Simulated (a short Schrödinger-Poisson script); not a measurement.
Stack: MOS inversion layer, Al2O3 on p-type GaN, at 400 K.

```tsv
layer	material	thickness (nm)	Na (cm⁻³)
1	Al2O3	2.5	-
2	GaN	900	4.8e17
```

Constants are typed, rounded textbook-type inputs, not results; the design itself was drawn at random and stands for no fabricated device. Al2O3: permittivity 9, conduction-band edge (eV) 2.75, gap (eV) 6.8, electron mass (mₑ) 0.3. GaN: permittivity 9.5, conduction-band edge (eV) 0, gap (eV) 3.43, Nv at 300 K (cm⁻³) 4.6e19.

Channel valleys (confinement mass, in-plane density-of-states mass, number): Γ 0.2, 0.2, 1. At the gate the conduction-band edge of layer 1 lies 2.95 eV − eVg above the Fermi level of the channel; the field vanishes at the back. Gaps are held at their typed values at every temperature. Mesh 0.03 nm at interfaces.

Solved with a short Schrödinger-Poisson script written for these runs: 1D Poisson equation in equilibrium, electrons quantum, Hartree plus LDA exchange-correlation (BenDaniel-Duke, 12 states a valley, the channel's in-plane mass for all, wave functions free to enter the dielectric), parabolic valleys, classical holes, full ionisation, no traps, pinning or gate leakage.

Only gate voltages with over 1e8 electrons/cm² are shown.

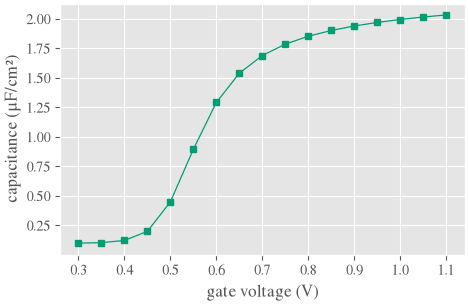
Figure: Quasi-static capacitance against gate voltage

| Vg (V) | electrons (cm⁻²) | C (μF/cm²) | Γ E0 (meV) | Γ E1 (meV) |
|---|---|---|---|---|
| 0.3 | 3.45e8 | 0.100 | 311.4 | 487.5 |
| 0.4 | 5.83e9 | 0.123 | 213.9 | 393.0 |
| 0.5 | 9.19e10 | 0.450 | 118.4 | 301.9 |
| 0.6 | 6.08e11 | 1.29 | 50.1 | 240.7 |
| 0.7 | 1.54e12 | 1.69 | 12.0 | 210.4 |
| 0.8 | 2.65e12 | 1.85 | -13.9 | 191.9 |
| 0.9 | 3.83e12 | 1.94 | -35.0 | 178.0 |
| 1 | 5.05e12 | 1.99 | -53.6 | 166.2 |
| 1.1 | 6.31e12 | 2.03 | -71.0 | 155.4 |

Subbands count from the Fermi level.

In real p-type GaN the Mg acceptor is only partly ionised, and so wide a gap doesn't supply an inversion layer without source and drain.
